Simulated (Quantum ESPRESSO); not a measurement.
**SiC (Moissanite 3C): zone-centre phonons**

Aim: the zone-centre modes of SiC (Moissanite 3C).

Method: DFT LDA, scalar-relativistic, plane waves, PseudoDojo norm-conserving pseudopotentials, in Quantum ESPRESSO 7.5.

The experiments to compare with:

For SiC, 3C polytype (zincblende) (single crystals from silicon oxide and carbon black reaction at 2800 K, annealed in air), “On melting of silicon carbide under pressure” (2012, arxiv:1210.3244) quotes earlier work: lattice constant a (a of cubic 3C-SiC starting crystals) 4.357 Å [Starting-material characterisation; no method, uncertainty or temperature given].

“Infrared properties of SiC particles” (1999, arxiv:astro-ph/9903031) quotes from earlier work for SiC, 3C (beta, cubic zinc blende) (literature average; scatter up to 0.2): ε∞ (high-frequency dielectric constant) 6.49 [average of published experimental values; polytype label garbled in the row, 3C inferred …].

For SiC, beta-SiC (3C, zinc blende) (near-stoichiometric polycrystalline SiC fibers (Hi-S, SA, Sylramic; C/Si below 1.1), cross sections, 300 K), “Non-Destructive Mechanical Characterization of Sic Fibers by Raman Spectroscopy” (2007, arxiv:cond-mat/0701342) gives, by micro-Raman backscattering, 514.5 nm: Raman mode (TO at Gamma (degenerate TO1/TO2), approximate peak position) about 796 cm⁻¹ [polymer-derived SiC fibers with excess carbon and stacking disorder; satellite line near …].

For SiC, 3C (zinc blende) (high-purity CVD 3C-SiC wafer, 292 K), “Optical properties of silicon carbide for astrophysical applications I. New laboratory infrared reflectance spectra and optical constants” (2008, arxiv:0803.1210) gives, by FTIR reflectance, classical dispersion analysis: infrared mode (TO at Gamma) about 797.5 cm⁻¹ [TO position from reflectance band and dispersion fit; imperfect surface polish].

Report form: the programs' logs are mostly left out.

## (1) The structure

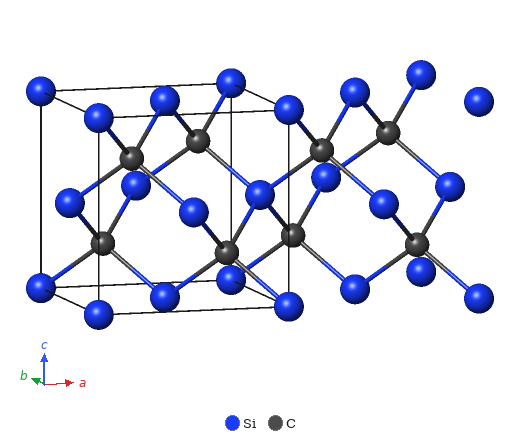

The starting structure, seen slightly off an axis (silicon blue, carbon dark grey). 2×1×1 cells are drawn. This picture shows the conventional cell, with its axes. Bonds to atoms that aren't drawn are left out. Some periodic images of atoms are drawn too.

## (2) A probe with smearing

A cheap run with smearing and empty bands tells whether the crystal has a gap, which decides between fixed occupations and smearing later on.

probe.in

```
 &control
    calculation='scf',
    prefix='x',
    outdir='./tmp',
    pseudo_dir='./pseudo',
    tprnfor=.true.,
    tstress=.true.,
    verbosity='high',
 /
 &system
    ibrav=0,
    nat=2,
    ntyp=2,
    ecutwfc=90.0,
    occupations='smearing',
    smearing='gaussian',
    degauss=0.01,
 /
 &electrons
    conv_thr=1.0d-07,
    mixing_beta=0.7,
    electron_maxstep=100,
 /
ATOMIC_SPECIES
 Si     28.0850  Si.upf
 C      12.0110  C.upf
CELL_PARAMETERS angstrom
    -2.179000000    0.000000000    2.179000000
     0.000000000    2.179000000    2.179000000
    -2.179000000    2.179000000    0.000000000
ATOMIC_POSITIONS crystal
 Si     0.000000000   0.000000000   0.000000000
 C      0.250000000   0.250000000   0.250000000
K_POINTS automatic
 8 8 8 0 0 0
```

On the command line:

```
OMP_NUM_THREADS=1 mpirun -n 4 pw.x -nk 4 -in probe.in > probe.out
```

The job ended after 2.9 s (4 MPI ranks of Arm Neoverse V1, shared host; 11 s of CPU time).

Numbers from this step:

| Property | Result |
| --- | --- |
| volume per atom | 10.35 Å³ |
| pressure | -4.887 GPa |
| gap on the k-mesh | 1.328 eV |

A gap of 1.3 eV opens on this mesh, so the crystal is taken as an insulator; the start stands at -4.9 GPa.

## (3) Relaxation

The relaxation runs at a cutoff a fifth above that of the response, since stress converges more slowly with the basis than frequencies do. Forces and stress are brought to rest with tight thresholds.

relax.in

```
 &control
    calculation='vc-relax',
    prefix='x',
    outdir='./tmp',
    pseudo_dir='./pseudo',
    tprnfor=.true.,
    tstress=.true.,
    forc_conv_thr=2.0d-05,
    etot_conv_thr=1.0d-07,
    nstep=40,
 /
 &system
    ibrav=0,
    nat=2,
    ntyp=2,
    ecutwfc=108,
    occupations='fixed',
    nbnd=6,
 /
 &electrons
    conv_thr=1.0d-11,
    mixing_beta=0.7,
    electron_maxstep=100,
 /
 &ions
 /
 &cell
    press_conv_thr=0.2,
 /
ATOMIC_SPECIES
 Si     28.0850  Si.upf
 C      12.0110  C.upf
CELL_PARAMETERS angstrom
    -2.179000000    0.000000000    2.179000000
     0.000000000    2.179000000    2.179000000
    -2.179000000    2.179000000    0.000000000
ATOMIC_POSITIONS crystal
 Si     0.000000000   0.000000000   0.000000000
 C      0.250000000   0.250000000   0.250000000
K_POINTS automatic
 10 10 10 0 0 0
```

On the command line:

```
OMP_NUM_THREADS=1 mpirun -n 4 pw.x -nk 4 -in relax.in > relax.out
```

It took 24 s on 4 MPI ranks; 95 s of CPU time.

Step by step:

```
step  energy less that of the first step (eV)  largest force (eV/Å)  pressure (GPa)  volume (Å³)
   1                                   0.0000                0.0000           -4.90        20.69
   2                                  -0.0070                0.0000            0.61        20.18
   3                                  -0.0071                0.0000           -0.02        20.23
   4                                  -0.0071                0.0000            0.00        20.23
   5                                  -0.0071                0.0000            0.00        20.23
```

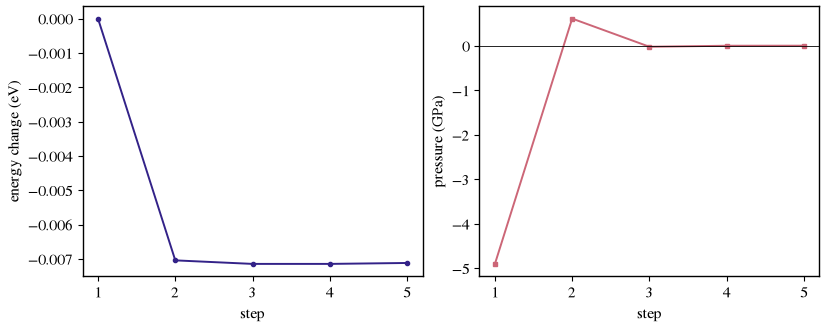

Energy and pressure along the relaxation.

```
conventional cell, symmetrised  before  after  change
                         a (Å)   4.358  4.326  -0.7 %
                         b (Å)   4.358  4.326  -0.7 %
                         c (Å)   4.358  4.326  -0.7 %
              volume (Å³/atom)   10.35  10.12  -2.2 %
```

The relaxed structure:

```
CELL_PARAMETERS angstrom
-2.16277 0.00000 2.16277
0.00000 2.16277 2.16277
-2.16277 2.16277 0.00000
ATOMIC_POSITIONS crystal
Si 0.00000 0.00000 0.00000
C 0.25000 0.25000 0.25000
```

The last row of the table of steps is pw.x's closing run on a basis chosen anew for the final cell, so its energy can jump.

Read from the output:

```
volume per atom   : 10.12 Å³
pressure          : 0.004 GPa
gap on the k-mesh : 1.311 eV
```

The volume changes by -2.2 % from the cell with which this run began.

## (4) Self-consistent run for the response

The response is built on this ground state, so it is converged far tighter than an energy would need. With a gap, occupations are fixed, which also allows the response to an electric field.

scf.in

```
 &control
    calculation='scf',
    prefix='x',
    outdir='./tmp',
    pseudo_dir='./pseudo',
    tprnfor=.true.,
    tstress=.true.,
 /
 &system
    ibrav=0,
    nat=2,
    ntyp=2,
    ecutwfc=90.0,
    occupations='fixed',
    nbnd=6,
 /
 &electrons
    conv_thr=1.0d-12,
    mixing_beta=0.7,
    electron_maxstep=100,
 /
ATOMIC_SPECIES
 Si     28.0850  Si.upf
 C      12.0110  C.upf
CELL_PARAMETERS angstrom
    -2.162766515    0.000000000    2.162766515
     0.000000000    2.162766515    2.162766515
    -2.162766515    2.162766515    0.000000000
ATOMIC_POSITIONS crystal
 Si     0.000000000   0.000000000   0.000000000
 C      0.250000000   0.250000000   0.250000000
K_POINTS automatic
 12 12 12 0 0 0
```

On the command line:

```
OMP_NUM_THREADS=1 mpirun -n 4 pw.x -nk 4 -in scf.in > scf.out
```

The job ended after 9.4 s (4 MPI ranks; 37 s of CPU time).

Numbers from this step:

| Quantity | Value |
| --- | --- |
| pressure | 0.006000 GPa |

The cell stands at 0.0060 GPa, close enough for phonons.

## (5) Linear response at Γ

At q = 0 one unit cell holds all displacements; symmetry groups them into irreducible representations that are solved one by one. The response to a field gives ε∞ and the Born charges, which polar modes need.

ph.in

```
phonons
 &inputph
    prefix='x',
    outdir='./tmp',
    fildyn='g.dyn',
    tr2_ph=1.0d-18,
    epsil=.true.,
 /
0.000000000000 0.000000000000 0.000000000000
```

On the command line:

```
OMP_NUM_THREADS=1 mpirun -n 4 ph.x -nk 4 -in ph.in > ph.out
```

The job ended after 64 s (4 MPI ranks).

Numbers from this step:

* miss of the charge sum rule: 0.001520 e
* largest acoustic frequency at the zone centre before the sum rule: -0.95 cm⁻¹
* highest optical zone-centre mode (no LO-TO term): 798.1 cm⁻¹
* lowest optical zone-centre mode: 798.1 cm⁻¹
* mean high-frequency dielectric constant: 6.879
* largest Born charge in size (third of the trace): 2.724 e

Born charge (rows field, columns displacement), before the sum rule (e), principal values of the symmetric part by kind of site:

```
atom  atoms with these values    low  middle   high   mean
 Si1                        1   2.72    2.72   2.72   2.72
  C2                        1  -2.72   -2.72  -2.72  -2.72
```

In full for C2:

```
-2.72  0.00  0.00
 0.00 -2.72  0.00
 0.00  0.00 -2.72
```

High-frequency dielectric tensor:

```
6.88 0.00 0.00
0.00 6.88 0.00
0.00 0.00 6.88
```

The acoustic modes at Γ come out as far as 0.9 cm⁻¹ from zero, where they should vanish, a small numerical error; the Born charges miss their sum rule by 0.0015 e, which is good.

## (6) Modes with the sum rule

A rigid shift of the crystal must cost nothing, but grids and finite bases break this; the acoustic sum rule is imposed before the matrix is diagonalised again. With Born charges the intensities follow, and the static dielectric tensor.

dynmat.in

```
 &input
    fildyn='g.dyn',
    asr='simple',
    fileig='dynmat.eig',
    lperm=.true.,
 /
```

On the command line:

```
dynmat.x -in dynmat.in > dynmat.out
```

It took 0.46 s on 1 thread.

Read from the output:

| Quantity | Value |
| --- | --- |
| mean static dielectric constant | 10.24 |

Unit eigenvectors of the mass-weighted matrix after the sum rule; no LO-TO term. The modes at Γ (shares of kinetic energy by element, %):

```
mode  frequency (cm⁻¹)  symmetry  Si %  C %
   1               0.0  acoustic    70   30
   2               0.0  acoustic    70   30
   3               0.0  acoustic    70   30
   4             798.1        T2    30   70
   5             798.1        T2    30   70
   6             798.1        T2    30   70
```

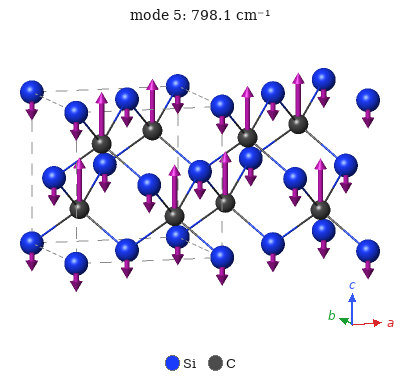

Displacement patterns of mode 5 at Γ; arrows are exaggerated. Bonds to atoms that aren't drawn are left out. 2×1×1 conventional cells are drawn. Some periodic images of atoms are drawn too.

Degenerate modes summed, no LO-TO term. Lines of the infrared spectrum (strongest = 100):

```
position (cm⁻¹)  lines merged  label  IR intensity, relative
            798             3     T2                     100
```

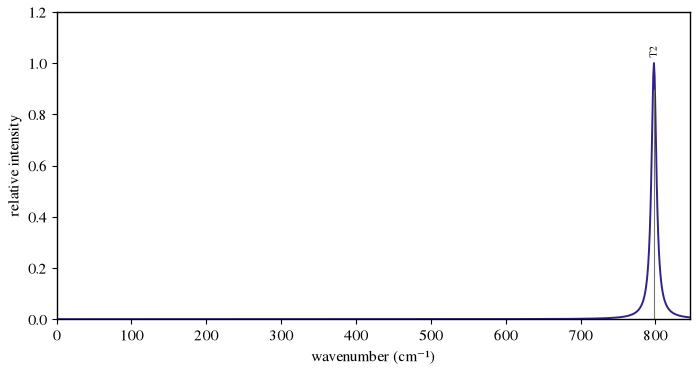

The infrared spectrum, broadened with Lorentzians of width 8 cm⁻¹; bars mark the lines.

Static dielectric tensor (ions relaxed, fixed cell):

```
10.24  0.00  0.00
 0.00 10.24  0.00
 0.00  0.00 10.24
```

The rule moves no optical mode by more than 0.1 cm⁻¹.

## (7) Modes along a direction of q (1 0 0)

A longitudinal polar mode sets up a macroscopic field that stiffens it; the term hangs on the direction from which q goes to zero.

dynmat.in

```
 &input
    fildyn='g.dyn',
    asr='simple',
    fileig='dynmat.eig',
    q(1)=1.0,
    q(2)=0.0,
    q(3)=0.0,
 /
```

On the command line:

```
dynmat.x -in dynmat.in > dynmat.out
```

Run time: 0.45 s. Hardware: 1 thread.

Numbers from this step:

```yaml
highest_mode_moved_by_the_lo_to_term: 973.9 cm⁻¹
```

Zone-centre frequencies as printed; negative means imaginary. Modes:

```
mode  frequency (cm⁻¹)
   1                 0
   2                 0
   3                 0
   4             798.1
   5             798.1
   6             973.9
```

The field moves one mode, from 798 to 974 cm⁻¹; the others stay.

## (8) Outcome

```yaml
space_group_after_relaxation: F-43m
volume_per_atom: 10.1 Å³
gap_on_the_k_mesh: 1.31 eV
highest_optical_zone_centre_mode_no_lo_to_term: 798.1 cm⁻¹
highest_mode_moved_by_the_lo_to_term: 973.9 cm⁻¹
mean_high_frequency_dielectric_constant: 6.88
largest_born_charge_in_size_third_of_the_trace: 2.72 e
mean_static_dielectric_constant: 10.2
imaginary_optical_modes_at_the_zone_centre_no_q_mesh_in_this_session: none
```

**Reading.** At the LDA level the optical modes of SiC (Moissanite 3C) at the zone centre (no LO-TO term) lie at 798 cm⁻¹. Along the directions run, the highest mode that the macroscopic field moves lies at 974 cm⁻¹. Lattice motion raises the mean dielectric constant from 6.879 to 10.24. The Lyddane-Sachs-Teller relation holds: (ωLO/ωTO)² is 1.49 and ε₀/ε∞ is 1.49. These are harmonic frequencies at zero temperature: anharmonic shifts and linewidths and thermal expansion are left out.

Computed beside measured:

| quantity | measured | LDA PseudoDojo norm-conserving, Quantum ESPRESSO |
| --- | --- | --- |
| lattice constant a (Å) | 4.357 | 4.326 (-0.7 %) |
| ε∞ (mean of the tensor) | 6.49 | 6.88 (+6.0 %) |
| Raman mode, TO at Gamma (degenerate … (cm⁻¹) | 796 | 798 (+0.3 %) |
| infrared mode, TO at Gamma (cm⁻¹) | 797.5 | 798 (+0.1 %) |

Measured values from arxiv:1210.3244 (2012), arxiv:astro-ph/9903031 (1999), arxiv:cond-mat/0701342 (2007) and arxiv:0803.1210 (2008).

Verdict: The lattice constant a is off by -0.7 %: fair agreement. The ε∞ is off by +6.0 %: good agreement. The Raman mode is off by +0.3 %: good agreement. The infrared mode is off by +0.1 %: good agreement. The grades are ours: good and fair within 0.7 and 1.5 % for the lattice constant a, 7 and 18 % for the ε∞, 3 and 7 % for the Raman mode and 3 and 7 % for the infrared mode. For lattice constants, Raman mode and infrared mode the calculation has a static lattice, without zero-point motion or thermal expansion (measured at up to 300 K).

[Host names and launcher messages were left out of these logs when they were recorded.]

[Logs are printed without paths, hosts, clocks, repeated set-up lines and the standing remarks that a program may print on its own settings, such as how far it seeks lower states.]

[Hosts, paths, dates, database ids (printed as entryN), source tags and the programs' standing remarks are cut or masked in the printed files.]
